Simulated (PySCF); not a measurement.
# BH2 (SMILES [BH2]): U-r2SCAN/cc-pVTZ

Aim: the vertical doublet–quartet gap of BH2 at U-r2SCAN/cc-pVTZ, from 2 runs. The job is set up through a Python script.

Program for the calculation: PySCF 2.14.0.

2 further runs of the same task are left out: 2 set aside as unsound or not needed.

### Step 1. The molecule

BH2: 3 atoms, total charge 0, spin state doublet. SMILES: `[BH2]`. The shape is that of a GFN2-xTB optimisation.

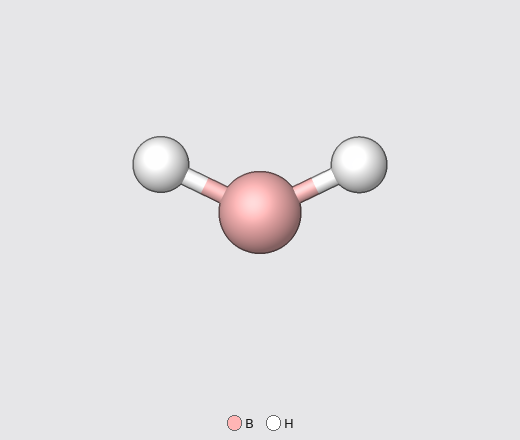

Viewed from a chosen angle; boron pink, hydrogen white.

### Step 2. A single-point energy at U-r2SCAN/cc-pVTZ

run.py reads:

```python
from pyscf import gto, dft

mol = gto.Mole()
mol.atom = '''
B      0.496696    -0.314129     0.243094
H      0.529161     1.861985     0.493181
H     -1.025857    -1.547856    -0.736294
'''
mol.basis = 'cc-pvtz'
mol.unit = 'bohr'
mol.verbose = 3
mol.spin = 1
mol.max_memory = 1860
mol.build()

mf = dft.UKS(mol)
mf.xc = 'r2scan'
mf.grids.level = 5
mf.conv_tol = 1e-10
mf.kernel()
if not mf.converged:
    mf = mf.newton().run(mf.mo_coeff, mf.mo_occ)

e_final = mf.e_tot
print(f'total energy: {e_final:.8f} hartree')
```

On the command line:

```
$ OMP_NUM_THREADS=1 python run.py
```

Log:

```text
WARN: HOMO -0.167667396017708 >= LUMO -0.167667396017709

converged SCF energy = -25.9157482175691  <S^2> = 0.75315677  2S+1 = 2.0031543
total energy: -25.91574822 hartree
```

Wall time 8.7 s (1 thread of Arm Neoverse V2, shared host); peak memory 0.32 GiB.

### Step 3. The quartet, same level

geometry.xyz reads:

```xyz
3
BH2
B      0.262840    -0.166230     0.128640
H      0.280020     0.985320     0.260980
H     -0.542860    -0.819090    -0.389630
```

run.py reads:

```python
from pyscf import gto, dft

mol = gto.Mole()
mol.atom = 'geometry.xyz'
mol.basis = 'cc-pvtz'
mol.max_memory = 1860
mol.spin = 3
mol.verbose = 3
mol.build()

calc0 = dft.UKS(mol, xc='r2scan')
calc0.conv_tol = 1e-10
calc0.grids.level = 5
calc0.kernel()
if not calc0.converged:
    calc0 = calc0.newton().run(calc0.mo_coeff, calc0.mo_occ)

energy = calc0.e_tot
print(f'total energy: {energy:.8f} hartree')
```

On the command line:

```
$ OMP_NUM_THREADS=1 python run.py
```

Log:

```text
WARN: HOMO -0.135435376405724 >= LUMO -0.398760039383403

WARN: HOMO -0.16288768413896 >= LUMO -0.330039092312302

WARN: HOMO -0.175949914296881 >= LUMO -0.330187158414099

WARN: HOMO -0.170280126332017 >= LUMO -0.323366108435908

WARN: HOMO -0.171189123762955 >= LUMO -0.324398176386305

WARN: HOMO -0.171119326013241 >= LUMO -0.324142248640634

WARN: HOMO -0.171127060168211 >= LUMO -0.324126538427111

WARN: HOMO -0.171133029884375 >= LUMO -0.324125817054274

WARN: HOMO -0.171133194395273 >= LUMO -0.324123933794582

WARN: HOMO -0.17113300741834 >= LUMO -0.324123573731491

WARN: HOMO -0.171133076749096 >= LUMO -0.324123658020525

converged SCF energy = -25.7269990840487  <S^2> = 3.7525694  2S+1 = 4.0012845
total energy: -25.72699908 hartree
```

Wall time 9.6 s (1 thread of Arm Neoverse V2, shared host); peak memory 0.32 GiB.

### Step 4. Results

Level: U-r2SCAN/cc-pVTZ.

| quantity | value |
| --- | --- |
| doublet: total energy | -25.91575 Eh |
| doublet: dipole moment | 0.45 D |
| doublet: HOMO energy (highest over α and β) | -5.29 eV |
| doublet: LUMO energy (lowest over α and β) | -3.00 eV |
| doublet: ⟨S²⟩ | 0.753 |
| quartet: total energy | -25.72700 Eh |
| quartet: dipole moment | 1.22 D |
| quartet: HOMO energy (highest over α and β) | -4.66 eV |
| quartet: ⟨S²⟩ | 3.753 |
| vertical energy of the quartet above the doublet | 5.136 eV |

**Reading.** At this shape the quartet lies 5.14 eV (118 kcal/mol) above the doublet. Mulliken charges (doublet) run from -0.11 on B1 to +0.05 on H2. Mulliken charges (quartet) run from -0.43 on B1 to +0.22 on H2; they depend strongly on the basis.
